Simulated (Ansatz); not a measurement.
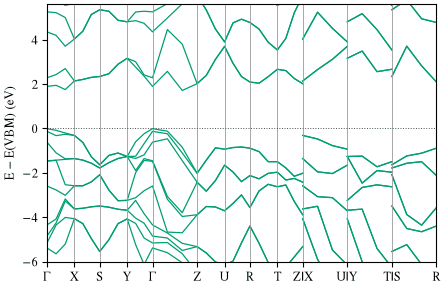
Band structure from DFT-HSE06 in the program Ansatz with PAW potentials

Q: Read off the gap and where the band edges lie.

A: About 1.6 eV (1.61 eV among the points solved); maximum on the Γ–Z line, 10 % of the way from Γ, minimum on the Γ–Z line, 78 % of the way from Γ.

The material is SiS$_{2}$ in space group Pnnm (No. 58; Si on 2a, S on 4g).

The cell is a constructed one: a structure type filled with these elements; neither database checked (COD, Materials Project) lists it. COD files the formula under space group No. 72, 122, so this cell is another polymorph or a model. Its standing as an ambient phase is unchecked. The cell was relaxed with HSE06 under the symmetry of its start; whether a distortion lowers the energy is not shown. The hybrid was solved on a coarse mesh, the path and, where they were found, the r²SCAN edge points; its band edges are the extreme levels among these.

Potentials: the later of the program's two PAW sets.
